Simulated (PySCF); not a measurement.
Run report: C3H11NOSi, excited-state calculation

The run: excited-state calculation of C3H11NOSi, SMILES CO[SiH2]N(C)C. Method and program: TDDFT mPW1PW91/pcSseg-1, vertical, gas phase, core orbitals frozen in the response (PySCF 2.14.0).

The run did not end well. The geometry comes from this level: GFN2-xTB.

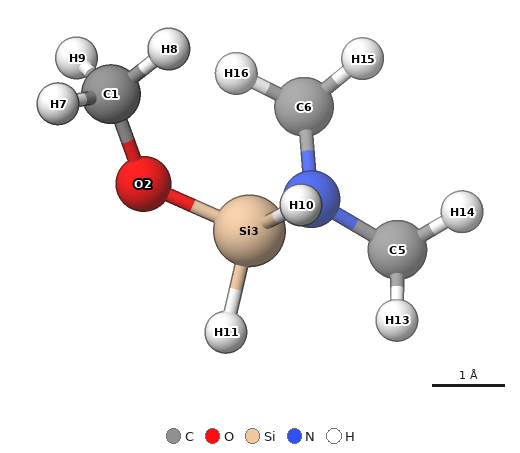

Figure 1. The structure as given in the input (ball-and-stick view, seen at a tilt; atoms are numbered from 1 in the order of the input).

Input
```
{"job": {"kind": "uv", "xc": "mPW1PW91", "basis": "pcSseg-1", "nstates": 1, "ntriplets": 2, "tda": false, "scf": {"guess": "random", "level_shift": 2.0, "max_cycle": 85}}, "charge": 0, "multiplicity": 1}
C      2.656329     0.495377     0.117588
O      1.821076    -0.614921     0.024629
Si     0.441415    -0.858652    -0.783792
N     -0.915922    -0.287982     0.106206
C     -2.248423    -0.673345    -0.277866
C     -0.895813     0.890830     0.935863
H      3.652490     0.217441    -0.236951
H      2.295443     1.336131    -0.478483
H      2.733251     0.807527     1.162958
H      0.537190    -0.249973    -2.124998
H      0.393985    -2.312865    -0.811031
H     -2.864653    -0.832183     0.611901
H     -2.205350    -1.597548    -0.846868
H     -2.732270     0.093157    -0.896096
H     -1.296036     1.768817     0.411511
H      0.123620     1.104878     1.244121
H     -1.503329     0.725342     1.831398
```

The first line tells a small driver script what to run in PySCF; the rest is the geometry in Å.

Launch command:
```bash
OMP_NUM_THREADS=1 python <driver script> task.json out
```

The program's output
```
start from random orthonormal orbitals
final grid: 126848 points
cycle   1  E = -431.4190271537  dE = -3.090e+02  |g| = 2.793e+01  |ddm| = 9.073e+01
cycle   2  E = -373.0685434740  dE =  5.835e+01  |g| = 1.323e+01  |ddm| = 3.644e+01
cycle   3  E = -431.8118641321  dE = -5.874e+01  |g| = 2.040e+01  |ddm| = 3.519e+01
cycle   4  E = -437.4576609481  dE = -5.646e+00  |g| = 1.867e+01  |ddm| = 3.451e+00
cycle   5  E = -443.6698624814  dE = -6.212e+00  |g| = 1.769e+01  |ddm| = 2.428e+00
cycle   6  E = -449.9624569174  dE = -6.293e+00  |g| = 1.683e+01  |ddm| = 2.128e+00
cycle   7  E = -454.9848557569  dE = -5.022e+00  |g| = 1.628e+01  |ddm| = 1.560e+00
cycle   8  E = -459.1722985854  dE = -4.187e+00  |g| = 1.581e+01  |ddm| = 1.257e+00
cycle   9  E = -464.2170068331  dE = -5.045e+00  |g| = 1.523e+01  |ddm| = 1.458e+00
cycle  10  E = -468.7983932914  dE = -4.581e+00  |g| = 1.479e+01  |ddm| = 1.483e+00
[... 65 cycles left out ...]
cycle  76  E = -540.3459660260  dE = -7.964e-09  |g| = 1.128e-04  |ddm| = 1.781e-04
cycle  77  E = -540.3459660321  dE = -6.100e-09  |g| = 9.912e-05  |ddm| = 1.552e-04
cycle  78  E = -540.3459660368  dE = -4.704e-09  |g| = 8.717e-05  |ddm| = 1.352e-04
cycle  79  E = -540.3459660405  dE = -3.635e-09  |g| = 7.665e-05  |ddm| = 1.179e-04
cycle  80  E = -540.3459660433  dE = -2.804e-09  |g| = 6.733e-05  |ddm| = 1.030e-04
cycle  81  E = -540.3459660454  dE = -2.166e-09  |g| = 5.910e-05  |ddm| = 8.987e-05
cycle  82  E = -540.3459660471  dE = -1.673e-09  |g| = 5.194e-05  |ddm| = 7.854e-05
cycle  83  E = -540.3459660484  dE = -1.295e-09  |g| = 4.563e-05  |ddm| = 6.864e-05
cycle  84  E = -540.3459660494  dE = -9.961e-10  |g| = 4.020e-05  |ddm| = 5.999e-05
cycle  85  E = -540.3459660502  dE = -7.769e-10  |g| = 3.531e-05  |ddm| = 5.245e-05
SCF not converged, last energy = -540.3459660502
```

Outcome

```csv
quantity,value
outcome,not converged
total energy,−540.345966 hartree
HOMO,−6.21 eV
LUMO,55.48 eV
dipole moment,1.71 D
hardware,"1 CPU thread, shared host"
wall time,67 s
peak memory,0.67 GiB
```

What went wrong

Some settings of this run were drawn to be unusual or wrong. The run did not converge. At least one of its steps failed, so the values that rest on that step are not results.
